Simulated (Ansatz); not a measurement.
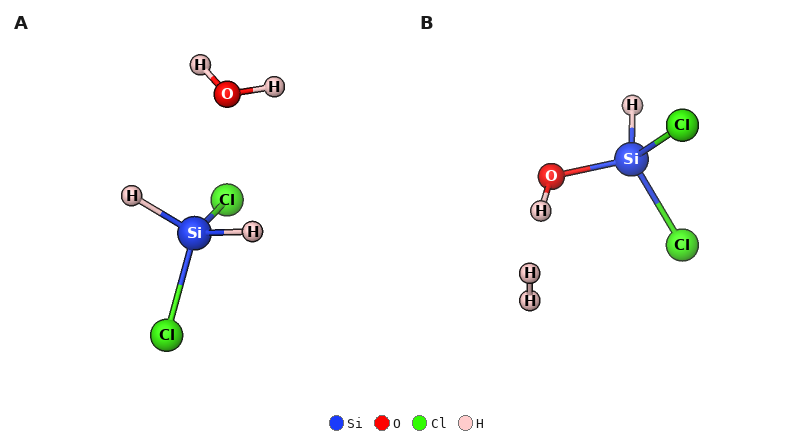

2 stationary structures of one formula. Geometries: PBE0-D4/def2-TZVP. Electronic energies: CCSD(T)/CBS (MP2 limit from def2-TZVPP and def2-QZVPP plus CCSD(T) − MP2) (Ansatz 0.2.0), without zero-point energy. Each is one conformer, not always the lowest.

### Which is lowest in energy, and by how much?

B is lowest (Cs, a minimum); A lies 0.823 eV above it (Cs, a minimum).
